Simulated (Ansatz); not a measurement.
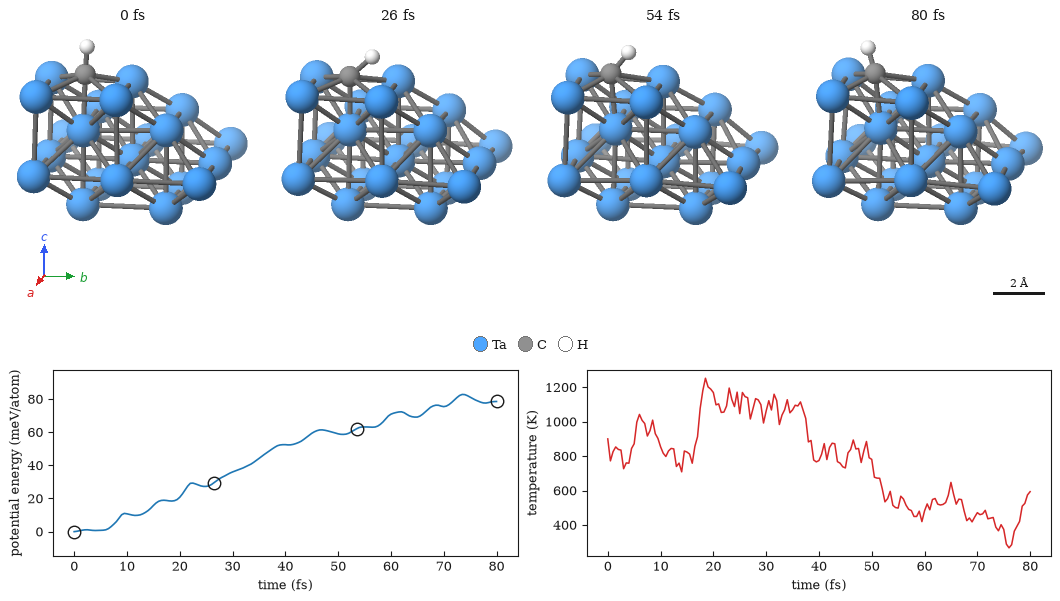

Molecular dynamics of CH on Ta(100) (18 atoms in the cell), 80 fs long. Frames and the history of the run. The picture is a ball-and-stick view of the simulation cell, with the vacuum cut short, seen slightly off an axis. Bonds to atoms that aren't drawn are left out.

The calculation used DFT PBEsol, scalar-relativistic, plane waves, PAW (Ansatz). Settings: plane-wave cutoff 420 eV; k-point mesh 3 × 3 × 1; Fermi-Dirac smearing 0.05 eV; low-accuracy preset; 4 atoms held fixed; Langevin thermostat (NVT); set temperature 900 K; time step 0.5 fs; friction 0.05 per fs.

Question: What do the frames and curves show?

Answer: Root-mean-square distances from the starting positions over the second half, with the common drift of all atoms taken out: H 0.62 Å, C 0.38 Å, Ta 0.14 Å. The run lasts only 80 fs, too short to tell vibration from diffusion. The mean temperature in the second half is 575 K (standard deviation 163 K). That is still far from the set 900 K: the thermostat hasn't settled it within this run. The temperature is still falling (1067 K in the second quarter, 469 K in the last), so the run isn't equilibrated. The potential energy is still drifting at the end, so the run hasn't reached equilibrium. The potential energy in the second half lies on average 68.0 meV per atom above the first frame.

Limits of the set-up: the program's low-accuracy preset was used; the periodic images lie only 6.6 Å apart, so the values are limited by the cell's size.

The run took 22 min on 4 threads of AMD EPYC 7B13 (Zen 3), on a shared host, peak memory 2.4 GiB.
